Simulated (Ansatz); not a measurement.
Reaction (SMILES): C(=S)=S + 4 [H][H] (H2) → C (CH4) + 2 S (H2S)
B3LYP-D3(BJ)/def2-TZVP geometries, fixed; electronic energies without zero-point terms.
Largest species:
```xyz
5

C      0.0000     0.0000     0.0000
H      0.6205     0.6269     0.6390
H     -0.6429    -0.6249     0.6185
H      0.6369    -0.6328    -0.6166
H     -0.6146     0.6308    -0.6409
```
Charge 0, spin multiplicity 1.

Basis-set convergence of the energy of full hydrogenation at wB97M-V with Ansatz (a first-principles code). Cartesian d functions, on some or all atoms, in 6-31G*, 6-31G**, 6-31+G*, 6-311+G**; all else is spherical. The program fits the integrals of some runs and decomposes those of others, by size. The functional holds VV10 correlation; no added dispersion term, no relativity. Functions are those of the species that has most. Reference: the value in pcseg-4, -74.94 kcal/mol, itself unsure by roughly 0.10 kcal/mol (its mean distance from aug-pcseg-3, aug-cc-pV(Q+d)Z, cc-pV(5+d)Z). Deviations are taken from unrounded values.

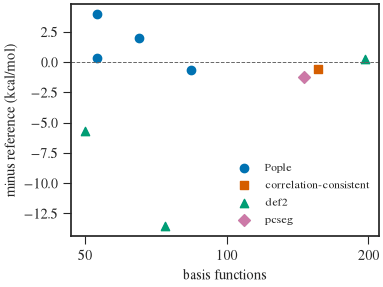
Figure. Deviation from the reference against the number of basis functions, by family of sets.

```
basis            functions  energy of full hydrogenation (kcal/mol)  minus reference (kcal/mol)
---------------  ---------  ---------------------------------------  --------------------------
def2-SVP                50                                   -80.64                       -5.70
6-31G*                  53                                   -71.00                        3.94
6-31G**                 53                                   -74.60                        0.34
6-31+G*                 65                                   -72.97                        1.97
def2-SVPD               74                                   -88.46                      -13.52
6-311+G**               84                                   -75.59                       -0.65
aug-pcseg-2            146                                   -76.20                       -1.26
aug-cc-pV(T+d)Z        156                                   -75.51                       -0.57
def2-QZVPP             197                                   -74.70                        0.24
```
